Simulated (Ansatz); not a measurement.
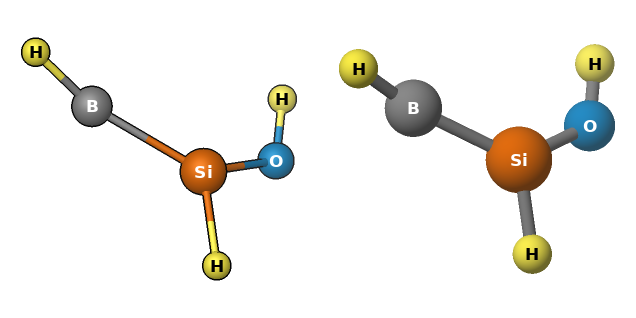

Two views of one molecule.

> Count the atoms of each element.

BH3OSi, 6 atoms: 1 boron, 3 hydrogen, 1 oxygen and 1 silicon.

> How many sets of symmetry-equivalent atoms are there?

6: 1 B, 1 Si, 1 O, 1 H, 1 H, 1 H.

> What is the point group of this geometry?

C1.

More results for the same structure follow; atom numbers are the same in all pictures, views and colours differ. The computed structure is the end point of a PBE0-D4/def2-TZVP optimisation. No frequency run is at hand to confirm it as a minimum.

### Geometry

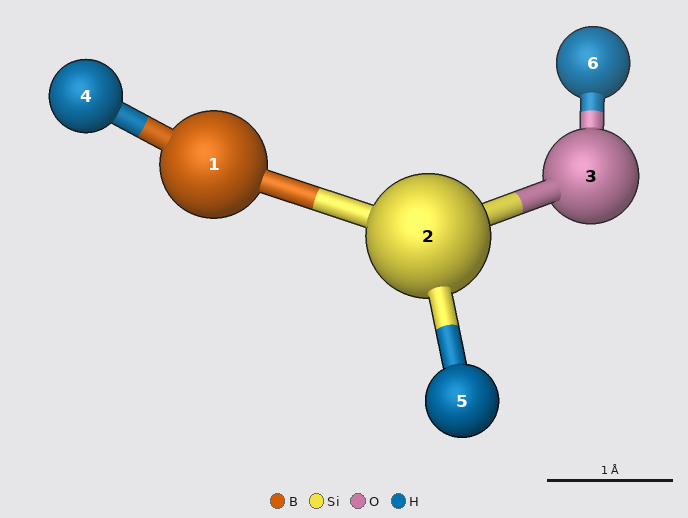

Numbered structure. No frequency run is at hand to confirm it as a minimum.

Give the bond lengths.

```csv
bond,length (Å)
B1–Si2,1.840
B1–H4,1.181
Si2–O3,1.646
Si2–H5,1.474
O3–H6,0.958
```

### Charges

The questions are on Mulliken charges. No frequency run is at hand to confirm it as a minimum. Level of theory: RKS PBE0-D4/def2-TZVP (Ansatz 0.2.0).

List the Mulliken charges.

| atom | value (e) |
| --- | --- |
| B1 | −0.12 |
| Si2 | 0.18 |
| O3 | −0.50 |
| H4 | 0.09 |
| H5 | 0.02 |
| H6 | 0.33 |

### Electronic properties

No frequency run is at hand to confirm it as a minimum. Level of theory: RKS PBE0-D4/def2-TZVPP (Ansatz 0.2.0).

> Give the LUMO energy (Kohn–Sham orbital) at this level.

−2.97 eV.

> What is the HOMO energy (Kohn–Sham orbital)?

−5.51 eV.

### Dipole moment

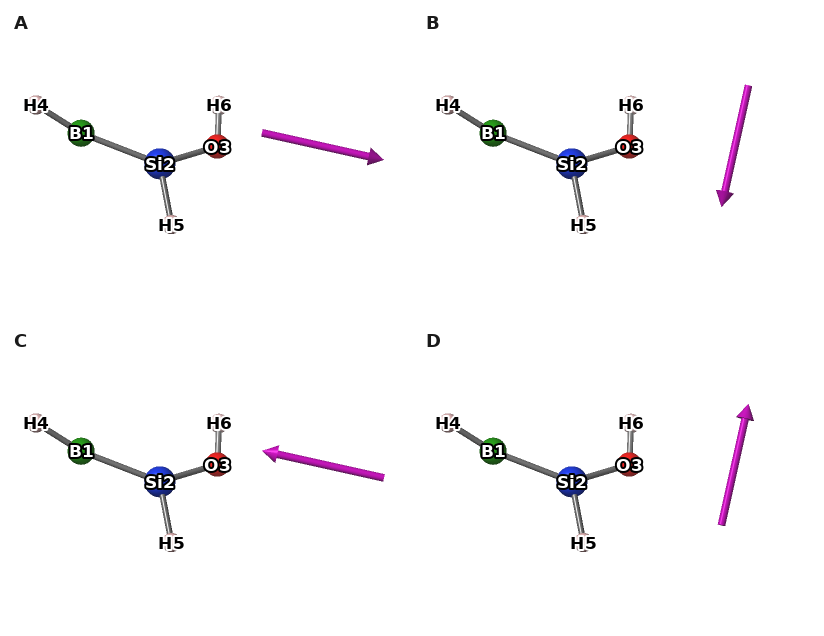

The same molecule four times, each with an arrow. No frequency run is at hand to confirm it as a minimum. Properties computed with RKS PBE0-D4/def2-TZVP (Ansatz 0.2.0).

> Which arrow points along the dipole moment, from the negative to the positive end?

D. The dipole moment is 1.34 D; it points from the side of H5 to the side of H6 (the outermost atoms at the two ends).

Mulliken values depend strongly on the basis set and can even reverse the polarity of a bond.
